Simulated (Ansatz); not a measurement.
Input file:

```
crystal:
  periodic: [false, false, false]
  atoms:
    - {symbol: F, position_ang: [-0.573021, -0.192584, 1.874847]}
    - {symbol: Hf, position_ang: [-0.020064, -0.023778, 0.088514]}
    - {symbol: Br, position_ang: [1.992233, -1.425467, -0.257136]}
    - {symbol: Br, position_ang: [-1.856515, -0.785914, -1.387970]}
    - {symbol: Br, position_ang: [0.507366, 2.354142, -0.359556]}
basis:
  gaussian: {orbitals: def2-TZVPP}
hamiltonian: {xc: pbe0, dispersion: d4}
output: {orbitals: {seedname: orbitals}}
```

Command:

```sh
ansatz run in.yaml --threads 4 --pin off --events-out ev --progress --plain --max-ram 11315MiB
```

Geometry: PBE0-D4/def2-TZVP; core potentials replace the inner electrons of Hf.

Level of theory: RKS PBE0-D4/def2-TZVPP in Ansatz 0.2.0.

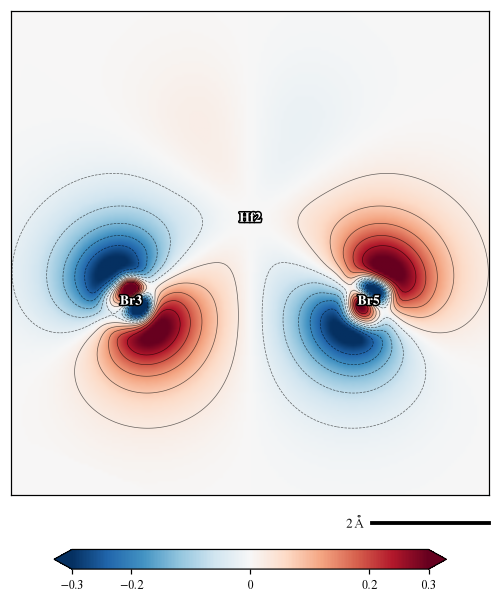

Br$_{3}$FHf (SMILES [F][Hf]([Br])([Br])[Br]). One frontier orbital on the plane of atoms Br3, Hf2 and Br5 (values in Å⁻³ᐟ²; the overall sign is arbitrary).

Which orbital is it: HOMO or LUMO?

Answer. The HOMO, at −8.92 eV. Its weight (Hirshfeld) is mainly on Br3 (about 30 %), Br4 (about 30 %) and Br5 (about 30 %); largely a combination of lone pairs on Br3, Br4 and Br5.
